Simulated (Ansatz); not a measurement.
The figure comes from a scan of Pb (fcc, Cu type): one Pb atom of a 4-atom cell moves by s along Cartesian [110], with its periodic images. Computed with PBE (plane waves to 420 eV, PAW, scalar-relativistic; Ansatz, an electronic-structure program). k mesh 8×8×8 (Γ-centred), Fermi-Dirac smearing 0.05 eV. With partly filled bands, energies and forces of such displacements shift with the k mesh and the smearing. F∥ is the force on the atom along that direction. On this mesh the relaxed cell isn't quite at rest: it carries a pressure of 0.2 GPa (compression positive) at the zero of the scan. Pb was relaxed with its symmetry unable to fall. Spin-orbit coupling is left out, though Pb is heavy. The PAW data are Ansatz's earlier set. The relaxed volume of Pb is well above the measured one; the method has no dispersion term. 

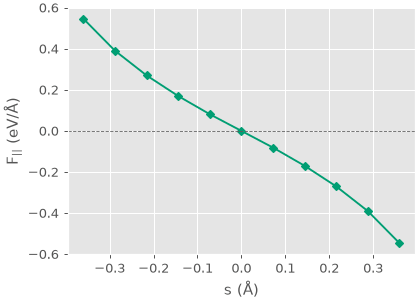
*F∥ (eV/Å) against s (Å); computed points joined by lines.*

Problem. Read the plotted values off the figure, to the accuracy that the plot allows.

Solution. To the nearest 0.02:

| s (Å) | F∥ (eV/Å) |
|---|---|
| -0.360 | 0.54 |
| -0.288 | 0.40 |
| -0.216 | 0.28 |
| -0.144 | 0.16 |
| -0.072 | 0.08 |
| 0.000 | 0.00 |
| 0.072 | -0.08 |
| 0.144 | -0.16 |
| 0.216 | -0.28 |
| 0.288 | -0.40 |
| 0.360 | -0.54 |

(For displaced atoms, the force is minus the slope of the energy, and its curvature is a force constant, which sets phonon frequencies.)
